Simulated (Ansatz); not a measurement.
# How fast states decay through IBrCl2

Aim: relax a made-up compound, IBrCl2, and see how good a tunnel barrier it would be. It is built by putting I for part of the Br in the BrCl structure of space group Cmc2_1, with the volume rescaled by atomic radii. The parent structure comes from the Materials Project.

Method: r2SCAN DFT, plane waves, PAW files, in the first sound run; inputs show where later runs differ, in Ansatz 0.2.0.

The structure was built from a prototype and need not be the compound's stable phase.

## 1. Set-up

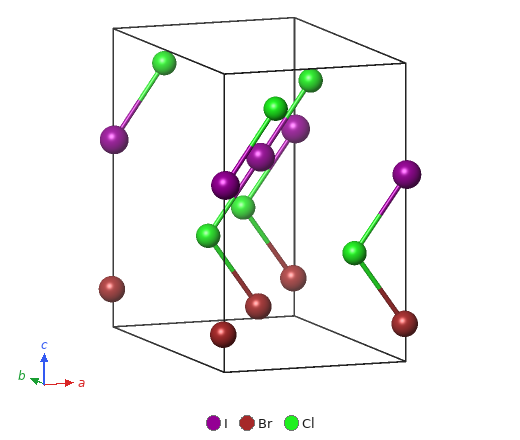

The cell as given, slightly off an axis (iodine purple, bromine red, chlorine green). This picture shows the conventional cell, with its axes. Bonds to atoms that aren't drawn are left out. Some periodic images of atoms are drawn too.

## 2. Cell and atoms at rest

The substituted atoms don't fit the parent's cell, so cell and atoms relax together. A small smearing keeps the run stable in case the gap closes on the way.

input.yaml reads:

```yaml
crystal:
  lattice:
    - [4.1346480309, -2.5832398688, 0.0]
    - [4.1346480309, 2.5832398688, 0.0]
    - [0.0, 0.0, 8.0331143012]
  atoms:
    - { symbol: I, position: [0.006143, 0.993857, 0.626524] }
    - { symbol: Br, position: [0.993857, 0.006143, 0.126524] }
    - { symbol: Cl, position: [0.717494, 0.282506, 0.373476] }
    - { symbol: Cl, position: [0.282506, 0.717494, 0.873476] }
kpoints:
  mp_grid: { grid: [6, 6, 4] }
scf:
  occupations: { method: gaussian, width: 0.03 }
hamiltonian:
  xc: r2scan
output:
  forces: true
  stress: true
relax:
  f_tol: 0.02
  max_steps: 60
  cell: {}
```

Started as:

```sh
$ ansatz run input.yaml --threads 2 --pin off --max-ram 4096MiB --backend cpu --events-out ev --progress --plain --runs-dir out
```

Numbers of over 12 decimals in the logs are rounded to 6 here.

The log of the run:

```text
Engine: ansatz 0.2.0, x86_64-unknown-linux-gnu
Pseudopotentials: kind: paw
Pseudopotential: I, paw, valence charge 17, recommended cutoff 500 eV (meta_gga), I.paw.azcp
Pseudopotential: Br, paw, valence charge 7, recommended cutoff 500 eV (meta_gga), Br.paw.azcp
Pseudopotential: Cl, paw, valence charge 7, recommended cutoff 500 eV (meta_gga), Cl.paw.azcp
Functional definition: r2SCAN
  parameter k0 = 0.174
  parameter k1 = 0.065
  parameter a1 = 4.9479
  exchange = r2scan_x(k0 = k0, k1 = k1, a1 = a1)
  correlation = r2scan_c
Crystal: 4 atoms, lattice volume = 171.600 Å³
Basis set: ecut = 500 eV, 4351 PW (Γ), exchange–correlation on 144×144×240 points (64 copies of the dense FFT grid, shifted against one another)
Bands: 23, of which v1, the nominal top of the filled ones, is band 19 counted from 1 (18 counted from 0)
Symmetry: 2 space group operations
Space group: Cm (ITA 8), of the structure as read, at distance tolerance 5.6e-5 Å
k-points: 47 of 144 (time reversal used)
Non-local potential: I, projectors of the file, l = 0: 2, l = 1: 2, l = 2: 2, l = 3: 2
Non-local potential: Br, projectors of the file, l = 0: 2, l = 1: 2, l = 2: 2
Non-local potential: Cl, projectors of the file, l = 0: 2, l = 1: 2, l = 2: 2
PAW form: soft (Blöchl's): semilocal exchange-correlation on the pseudo side does not see the compensation charge
PAW frozen core: I, regenerated for the run's functional (the file was generated under x = pbe(κ = 0.804, μ = 0.219515), c = pbe(β = 0.066725))
PAW frozen core: Br, regenerated for the run's functional (the file was generated under x = pbe(κ = 0.804, μ = 0.219515), c = pbe(β = 0.066725))
PAW frozen core: Cl, regenerated for the run's functional (the file was generated under x = pbe(κ = 0.804, μ = 0.219515), c = pbe(β = 0.066725))
PAW one-centre angular grid: I, 590 points (default); XC on 160 Gauss nodes
PAW one-centre angular grid: Br, 302 points (default); XC on 160 Gauss nodes
PAW one-centre angular grid: Cl, 302 points (default); XC on 160 Gauss nodes
Initial density: superposition of atomic densities (neutral atoms: chi_scale 0, normalization atom), corrected by the library's trained network
Initial wavefunctions: pseudopotential atomic-orbital guess
Functional: x = r2scan, c = r2scan; τ floored in thin density (d = 2e-4 eV/Å³)
SCF iter   1: F=—  HF=-12488.279879 eV  |F-HF|=—  |Δ(HF+E_count)|=         —  Δρ=3.56e-3  dr2=2.41e-2  dr2_τ=2.43e-2  ethr=1.77e-3  ⟨swp⟩=7.7  Hψ=6161  notcnv=0
preconditioner: auto → Resta (q_TF=auto, 2.122 Å⁻¹)  ε∞=2.9  [insulator: Δε(μ)=1.665 eV  Ē_g=10.854 eV  σ=0.030 eV  W_gap=1.00  n_scr=22 (ndim 8)  ℏωp=15.0 eV  f_vac=0.250  D(μ)=0.00/eV (n_scr^D=0)  ε∞_Penn≈2.9]
SCF iter   2: F=—  HF=-12488.289042 eV  |F-HF|=—  |Δ(HF+E_count)|=   9.16e-3  Δρ=1.74e-3  dr2=4.37e-3  dr2_τ=1.98e-4  ethr=6.35e-5  ⟨swp⟩=3.0  Hψ=2238  notcnv=0
SCF iter   3: F=—  HF=-12488.288577 eV  |F-HF|=—  |Δ(HF+E_count)|=   4.65e-4  Δρ=4.03e-4  dr2=2.90e-4  dr2_τ=2.39e-5  ethr=1.15e-5  ⟨swp⟩=2.0  Hψ=2163  notcnv=0
SCF iter   4: F=—  HF=-12488.288645 eV  |F-HF|=—  |Δ(HF+E_count)|=   6.78e-5  Δρ=1.32e-4  dr2=5.42e-5  dr2_τ=2.45e-6  ethr=7.63e-7  ⟨swp⟩=2.0  Hψ=1598  notcnv=0
SCF iter   5: F=—  HF=-12488.288711 eV  |F-HF|=—  |Δ(HF+E_count)|=   6.59e-5  Δρ=6.98e-5  dr2=1.99e-5  dr2_τ=1.37e-6  ethr=1.43e-7  ⟨swp⟩=2.5  Hψ=1714  notcnv=0
SCF iter   6: F=—  HF=-12488.288712 eV  |F-HF|=—  |Δ(HF+E_count)|=   6.77e-7  Δρ=2.86e-5  dr2=2.74e-6  dr2_τ=1.38e-7  ethr=5.24e-8  ⟨swp⟩=2.7  Hψ=1609  notcnv=0
SCF iter   7: F=—  HF=-12488.288713 eV  |F-HF|=—  |Δ(HF+E_count)|=   1.43e-6  Δρ=8.41e-6  dr2=1.84e-7  dr2_τ=1.02e-8  ethr=7.22e-9  ⟨swp⟩=2.0  Hψ=1489  notcnv=0
SCF iter   8: F=-12488.288713 eV  HF=-12488.288713 eV  |F-HF|=1.71e-8  |Δ(HF+E_count)|=   1.50e-7  Δρ=2.54e-6  dr2=1.65e-8  dr2_τ=8.36e-10  ethr=2.63e-10  ⟨swp⟩=5.7  Hψ=4211  notcnv=0
SCF 1 converged in 8 iterations: F = -12488.288713 eV  dr2 = 1.65e-8
  greatest PAW one-centre occupation: 0.999 electrons in one spin orbital (limit 2), on the I atom at site 0 (counted from 0), in its partial waves of l = 2
relax step   1: F+E_penalty+E_count = -12488.28871331 eV  Δ(F+E_penalty+E_count) = +0.000e0 eV  max|allowed force component| = 9.782e-1 eV/Å  Δτ_max = 0.0000 Å  P = +0.178 GPa  Ω = 171.600 Å³  (8 SCF iters, dr2 threshold 1.00e-7 eV, accepted)
Crystal: 4 atoms, lattice volume = 167.161 Å³
Basis set: ecut = 500 eV, 4235 PW (Γ), exchange–correlation on 144×144×240 points (64 copies of the dense FFT grid, shifted against one another)
Initial density: handed on by an earlier stage of this run
Initial wavefunctions: those handed on with the density
iter 1 solved again at ethr=3.99e-5 eV; its pass at ethr=3.10e-3 eV (dr2=1.51e-2 eV) is discarded
SCF iter   1: F=—  HF=-12488.487795 eV  |F-HF|=—  |Δ(HF+E_count)|=         —  Δρ=3.99e-3  dr2=1.55e-2  dr2_τ=2.39e-1  ethr=3.99e-5  ⟨swp⟩=2.0  Hψ=7074  notcnv=0
automatic band count: iteration 1 solves 22 bands in place of 23: the levels show a gap, and the empty bands left out lie too high to hold charge; the band table lists the bands solved (type scf.n_extra_bands for more)
preconditioner: auto → Resta (q_TF=auto, 2.131 Å⁻¹)  ε∞=3.4  [insulator: Δε(μ)=1.989 eV  Ē_g=9.809 eV  σ=0.030 eV  W_gap=1.00  n_scr=26 (ndim 8)  ℏωp=15.2 eV  f_vac=0.234  D(μ)=0.00/eV (n_scr^D=0)  ε∞_Penn≈3.4]
SCF iter   2: F=—  HF=-12488.386846 eV  |F-HF|=—  |Δ(HF+E_count)|=   1.01e-1  Δρ=2.24e-3  dr2=5.41e-3  dr2_τ=1.14e-4  ethr=3.99e-5  ⟨swp⟩=3.3  Hψ=1982  notcnv=0
SCF iter   3: F=—  HF=-12488.387076 eV  |F-HF|=—  |Δ(HF+E_count)|=   2.30e-4  Δρ=6.25e-4  dr2=1.27e-3  dr2_τ=1.26e-4  ethr=1.42e-5  ⟨swp⟩=2.3  Hψ=1699  notcnv=0
SCF iter   4: F=—  HF=-12488.387005 eV  |F-HF|=—  |Δ(HF+E_count)|=   7.10e-5  Δρ=2.16e-4  dr2=1.17e-4  dr2_τ=9.24e-6  ethr=3.33e-6  ⟨swp⟩=2.6  Hψ=1536  notcnv=0
SCF iter   5: F=—  HF=-12488.387101 eV  |F-HF|=—  |Δ(HF+E_count)|=   9.54e-5  Δρ=8.47e-5  dr2=2.49e-5  dr2_τ=1.96e-6  ethr=3.08e-7  ⟨swp⟩=2.0  Hψ=1512  notcnv=0
SCF iter   6: F=—  HF=-12488.387109 eV  |F-HF|=—  |Δ(HF+E_count)|=   8.19e-6  Δρ=2.78e-5  dr2=3.38e-6  dr2_τ=1.94e-7  ethr=6.56e-8  ⟨swp⟩=3.0  Hψ=1684  notcnv=0
SCF iter   7: F=-12488.387112 eV  HF=-12488.387111 eV  |F-HF|=1.81e-7  |Δ(HF+E_count)|=   2.59e-6  Δρ=1.04e-5  dr2=3.00e-7  dr2_τ=1.72e-8  ethr=1.05e-9  ⟨swp⟩=4.0  Hψ=5059  notcnv=0
SCF 2 converged in 7 iterations: F = -12488.387112 eV  dr2 = 3.00e-7
[...]
preconditioner: auto → Resta (q_TF=auto, 2.143 Å⁻¹)  ε∞=3.4  [insulator: Δε(μ)=2.024 eV  Ē_g=9.941 eV  σ=0.030 eV  W_gap=1.00  n_scr=22 (ndim 8)  ℏωp=15.5 eV  f_vac=0.211  D(μ)=0.00/eV (n_scr^D=0)  ε∞_Penn≈3.4]
SCF iter   2: F=—  HF=-12488.402190 eV  |F-HF|=—  |Δ(HF+E_count)|=   6.49e-3  Δρ=6.46e-4  dr2=6.26e-4  dr2_τ=2.69e-5  ethr=6.86e-6  ⟨swp⟩=3.1  Hψ=1886  notcnv=0
SCF iter   3: F=—  HF=-12488.402260 eV  |F-HF|=—  |Δ(HF+E_count)|=   6.95e-5  Δρ=2.66e-4  dr2=1.27e-4  dr2_τ=5.34e-6  ethr=1.65e-6  ⟨swp⟩=3.0  Hψ=1808  notcnv=0
SCF iter   4: F=—  HF=-12488.402324 eV  |F-HF|=—  |Δ(HF+E_count)|=   6.42e-5  Δρ=8.81e-5  dr2=2.66e-5  dr2_τ=2.12e-6  ethr=3.34e-7  ⟨swp⟩=2.0  Hψ=1545  notcnv=0
SCF iter   5: F=—  HF=-12488.402325 eV  |F-HF|=—  |Δ(HF+E_count)|=   1.39e-6  Δρ=3.01e-5  dr2=2.68e-6  dr2_τ=1.82e-7  ethr=7.01e-8  ⟨swp⟩=2.9  Hψ=1680  notcnv=0
SCF iter   6: F=-12488.402327 eV  HF=-12488.402326 eV  |F-HF|=2.28e-7  |Δ(HF+E_count)|=   1.26e-6  Δρ=1.09e-5  dr2=3.19e-7  dr2_τ=1.59e-8  ethr=1.05e-9  ⟨swp⟩=4.0  Hψ=4746  notcnv=0
SCF 3 converged in 6 iterations: F = -12488.402327 eV  dr2 = 3.19e-7
relax step   3: F+E_penalty+E_count = -12488.40232663 eV  Δ(F+E_penalty+E_count) = -1.522e-2 eV  max|allowed force component| = 1.017e-1 eV/Å  Δτ_max = 0.0136 Å  P = -0.285 GPa  Ω = 161.682 Å³  energy of the carried Pulay correction = +7.750e-4 eV  (6 SCF iters, dr2 threshold 4.00e-7 eV, accepted)
[...]
relax step   4: F+E_penalty+E_count = -12488.42659855 eV  Δ(F+E_penalty+E_count) = -2.427e-2 eV  max|allowed force component| = 2.548e-1 eV/Å  Δτ_max = 0.0702 Å  P = +0.346 GPa  Ω = 146.758 Å³  energy of the carried Pulay correction = +2.033e-3 eV  (7 SCF iters, dr2 threshold 4.00e-7 eV, accepted)
[...]
relax step   5: F+E_penalty+E_count = -12488.43891228 eV  Δ(F+E_penalty+E_count) = -1.231e-2 eV  max|allowed force component| = 1.884e-1 eV/Å  Δτ_max = 0.0705 Å  P = +0.598 GPa  Ω = 135.300 Å³  energy of the carried Pulay correction = +3.082e-3 eV  (7 SCF iters, dr2 threshold 4.00e-7 eV, accepted)
[...]
relax step   6: F+E_penalty+E_count = -12488.45358432 eV  Δ(F+E_penalty+E_count) = -1.467e-2 eV  max|allowed force component| = 5.642e-2 eV/Å  Δτ_max = 0.0376 Å  P = +0.230 GPa  Ω = 134.182 Å³  energy of the carried Pulay correction = +3.188e-3 eV  (6 SCF iters, dr2 threshold 4.00e-7 eV, accepted)
[...]
relax step   7: F+E_penalty+E_count = -12488.45664153 eV  Δ(F+E_penalty+E_count) = -3.057e-3 eV  max|allowed force component| = 2.122e-2 eV/Å  Δτ_max = 0.0454 Å  P = +0.047 GPa  Ω = 136.726 Å³  energy of the carried Pulay correction = +2.947e-3 eV  (7 SCF iters, dr2 threshold 4.00e-7 eV, accepted)
[...]
relax step   8: F+E_penalty+E_count = -12488.45684596 eV  Δ(F+E_penalty+E_count) = -2.044e-4 eV  max|allowed force component| = 1.725e-2 eV/Å  Δτ_max = 0.0167 Å  P = +0.002 GPa  Ω = 137.113 Å³  energy of the carried Pulay correction = +2.910e-3 eV  (6 SCF iters, dr2 threshold 3.70e-8 eV, accepted)
Basis set: ecut = 500 eV, 3503 PW (Γ), exchange–correlation on 128×128×240 points (64 copies of the dense FFT grid, shifted against one another)
Initial wavefunctions: pseudopotential atomic-orbital guess (no wavefunctions were taken with the density)
iter 1 solved again at ethr=2.82e-7 eV; its pass at ethr=3.10e-3 eV (dr2=1.07e-4 eV) is discarded
SCF iter   1: F=—  HF=-12488.454540 eV  |F-HF|=—  |Δ(HF+E_count)|=         —  Δρ=1.80e-4  dr2=3.38e-6  dr2_τ=2.64e-5  ethr=2.82e-7  ⟨swp⟩=4.0  Hψ=9437  notcnv=0
preconditioner: auto → Resta (q_TF=auto, 2.203 Å⁻¹)  ε∞=3.3  [insulator: Δε(μ)=1.817 eV  Ē_g=11.038 eV  σ=0.030 eV  W_gap=1.00  n_scr=22 (ndim 8)  ℏωp=16.8 eV  f_vac=0.071  D(μ)=0.00/eV (n_scr^D=0)  ε∞_Penn≈3.3]
SCF iter   2: F=—  HF=-12488.454571 eV  |F-HF|=—  |Δ(HF+E_count)|=   3.03e-5  Δρ=9.34e-5  dr2=9.09e-7  dr2_τ=2.48e-6  ethr=8.90e-9  ⟨swp⟩=2.0  Hψ=1735  notcnv=0
SCF iter   3: F=—  HF=-12488.454581 eV  |F-HF|=—  |Δ(HF+E_count)|=   1.03e-5  Δρ=3.32e-6  dr2=9.72e-9  dr2_τ=1.69e-9  ethr=2.39e-9  ⟨swp⟩=2.0  Hψ=1739  notcnv=0
SCF iter   4: F=—  HF=-12488.454581 eV  |F-HF|=—  |Δ(HF+E_count)|=   6.22e-9  Δρ=1.30e-6  dr2=1.53e-9  dr2_τ=3.35e-10  ethr=2.56e-11  ⟨swp⟩=2.3  Hψ=2016  notcnv=0
SCF iter   5: F=—  HF=-12488.454581 eV  |F-HF|=—  |Δ(HF+E_count)|=   1.39e-9  Δρ=4.81e-7  dr2=6.84e-10  dr2_τ=5.55e-11  ethr=4.03e-12  ⟨swp⟩=2.2  Hψ=1865  notcnv=0
SCF iter   6: F=-12488.454581 eV  HF=-12488.454581 eV  |F-HF|=7.28e-12  |Δ(HF+E_count)|=  6.73e-11  Δρ=1.14e-7  dr2=2.97e-11  dr2_τ=1.85e-12  ethr=1.00e-12  ⟨swp⟩=4.1  Hψ=4931  notcnv=0
SCF 9 converged in 6 iterations: F = -12488.454581 eV  dr2 = 2.97e-11
relax step   9: F+E_penalty+E_count = -12488.45458079 eV  Δ(F+E_penalty+E_count) = +2.265e-3 eV  max|allowed force component| = 1.723e-2 eV/Å  Δτ_max = 0.0000 Å  P = -0.001 GPa  Ω = 137.113 Å³  stress off target by 9.81e-3 GPa  SCF on the basis re-selected at this cell (its energy is not comparable with the rows above)  (6 SCF iters)
basis re-selected at this cell: Δ(F+E_penalty+E_count) = +2.265e-3 eV, ΔP = -0.004 GPa vs the last step (what re-selecting the basis moved, of the pressure what is left beyond the Pulay correction that the steps carried, after the strain that the cell walked since its last selection, with what the two solves' SCF thresholds leave and, on support functions, any second-order correction that the steps lacked; it is no measure of the basis error at this ecutwfc). The dense FFT grid was sized anew with the basis: this SCF ran on 32×32×60 points, the steps before it on 36×36×60, so part of this shift can come from that change (see relax.cell in the input reference). [rest of the remark cut]
SCF converged after 6 iterations
Free energy (F): -12488.454581 eV
Harris-Foulkes:  -12488.454581 eV  (|F-HF|=7.28e-12)
Internal energy: -12488.454581 eV  (E = F + TS)
E sigma→0 (E₀):  -12488.454581 eV
Fermi energy:    2.746067 eV
--- Per-component energies (eV) ---
  E_band       = -551.450727
  E_kinetic    = 638.012372
  E_local      = -3245.245459  (includes V_loc(G=0)·N_el)
  E_nonlocal   = 34.119793
  E_hartree    = 1467.453506
  E_xc         = -575.317606
  E_vxc        = -518.219750  (∫ρ·V_xc dr)
  E_paw        = -8438.965126  (= ΣΔE_a)
  E_vpaw       = -423.389103  (= ΣTr[D̂ρ^β])
  E_aug_tail   = 0.000044  (compensation charges beyond the density's cutoff)
  E_vtau       = 28.364464  (kinetic-family band-sum trace: ∫τ·v_τ [+ j·A + Jᵃ·Aᵃ] dr)
  E_ewald      = -2368.154151
  E_core_change = -0.357954  (= ΣΔE_core)
  E_smearing   = -0.000000  (= −TS)
  E_closure    = 0.000000  (closes the sum)
  Σ components = -12488.454581   (vs F -12488.454581, Δ=0.00e0)
--- Forces (eV/Å), atoms counted from 1 ---
  atom   1  I      0.00000000     0.01020374    -0.01722605
  atom   2  Br     0.00000000     0.00867896     0.00970739
  atom   3  Cl     0.00000000    -0.00773558     0.00652633
  atom   4  Cl    -0.00000000    -0.01114680     0.00099185
  max |Σ_I F_I| component: 4.82e-7 eV/Å
--- Stress (GPa, compression-positive) ---
       -0.007173       0.000000      -0.000000
        0.000000      -0.002918      -0.007158
       -0.000000      -0.007158       0.005789
  P = ⅓ Tr σ = -0.0014 GPa (-0.014 kbar)
--- Relaxed structure (8 steps of the walk, 8 accepted, 1 SCFs on fresh bases) ---
  F+E_penalty+E_count = -12488.45458079 eV   max|allowed force component| = 1.723e-2 eV/Å   (the final SCF, on the basis selected at the relaxed cell)
  cell:  # Å, volume = 137.1130 Å³
    - [3.477313, -2.470098, -0.00762728]
    - [3.477313, 2.470098, 0.00762728]
    - [0.0, 0.023719, 7.981690]
  atoms:
    - { symbol: I, position: [0.000351057, 0.999649, 0.625291] }
    - { symbol: Br, position: [0.999859, 0.000141046, 0.125002] }
    - { symbol: Cl, position: [0.699326, 0.300674, 0.361567] }
    - { symbol: Cl, position: [0.300464, 0.699536, 0.888140] }
```

Elapsed: 46 s, on 2 threads of AMD EPYC 9R45, shared host; peak memory 0.84 GiB.

Relaxation path:

```tsv
step	energy less that of the first step (eV)	largest force component (eV/Å)	pressure (GPa)	volume (Å³)
1	0.0000	0.9782	0.18	171.60
2	-0.0984	0.1300	-0.65	167.16
3	-0.1136	0.1017	-0.29	161.68
4	-0.1379	0.2548	0.35	146.76
5	-0.1502	0.1884	0.60	135.30
6	-0.1649	0.0564	0.23	134.18
7	-0.1679	0.0212	0.05	136.73
8	-0.1681	0.0173	0.00	137.11
9*	-0.1659	0.0172	0.00	137.11
```

Relaxation steps marked * repeat the geometry before them on a plane-wave basis chosen anew for their cell, so energy and pressure can jump there.

Forces are held to the 2 operations that the run works with; a distortion that breaks them can't arise in this run.

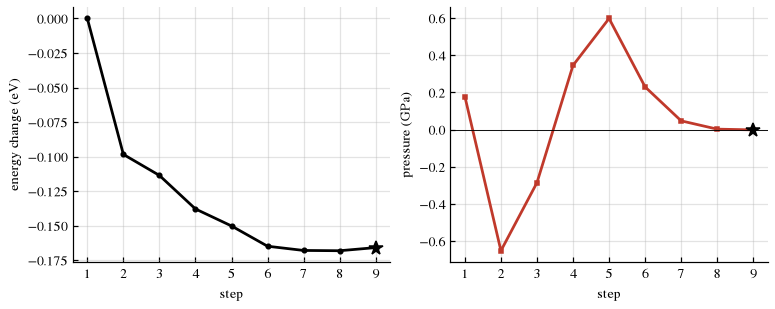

Energy and pressure along the relaxation. Stars mark steps on a basis chosen anew.

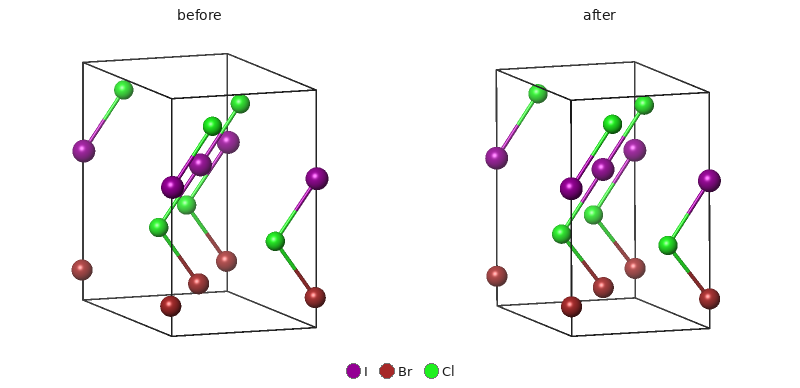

The structure before and after the relaxation, drawn at the same scale. Bonds to atoms that aren't drawn are left out.

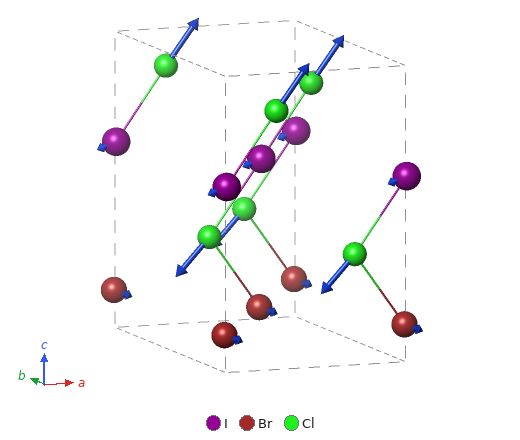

Displacements in the relaxation, exaggerated, measured against the changing cell; the longest in the cell stands for 0.15 Å. Bonds to atoms that aren't drawn are left out. Some periodic images of atoms are drawn too.

```tsv
cell as run	before	after	change
a (Å)	4.875	4.265	-12.5 %
b (Å)	4.875	4.265	-12.5 %
c (Å)	8.033	7.982	-0.6 %
α (°)	90.00	89.80	-0.2 %
β (°)	90.00	90.20	+0.2 %
γ (°)	63.99	70.78	+10.6 %
volume (Å³/atom)	42.90	34.28	-20.1 %
```

The atoms that moved most (Å, as changes of fractional coordinates times the final cell):

```tsv
atom	dx	dy	dz	length
Cl4	0.000	-0.088	0.117	0.146
Cl3	0.000	0.089	-0.095	0.130
Br2	0.000	-0.030	-0.012	0.032
I1	0.000	0.029	-0.010	0.030
```

The relaxed structure:

```cif
data_structure
_symmetry_space_group_name_H-M 'P 1'
_symmetry_Int_Tables_number 1
_cell_length_a 4.2653
_cell_length_b 4.2653
_cell_length_c 7.9817
_cell_angle_alpha 89.799
_cell_angle_beta 90.201
_cell_angle_gamma 70.776
_cell_volume 137.11
loop_
_atom_site_label
_atom_site_type_symbol
_atom_site_fract_x
_atom_site_fract_y
_atom_site_fract_z
_atom_site_occupancy
I1 I 0.00035 0.99965 0.62529 1
Br2 Br 0.99986 0.00014 0.12500 1
Cl3 Cl 0.69933 0.30067 0.36157 1
Cl4 Cl 0.30046 0.69954 0.88814 1
```

Numbers from this step:

```
free energy  : -12488.4546 eV
Fermi energy : 2.746 eV
pressure     : -0.001434 GPa
```

The largest force component on a free atom ends at 0.017 eV/Å.

[end of part 1 of 3]

[Logs are printed without paths, hosts, clocks, repeated set-up lines and the standing remarks that a program may print on its own settings, such as how far it seeks lower states.]

[Hosts, paths, dates, database ids (printed as entryN), source tags and the programs' standing remarks are cut or masked in the printed files.]
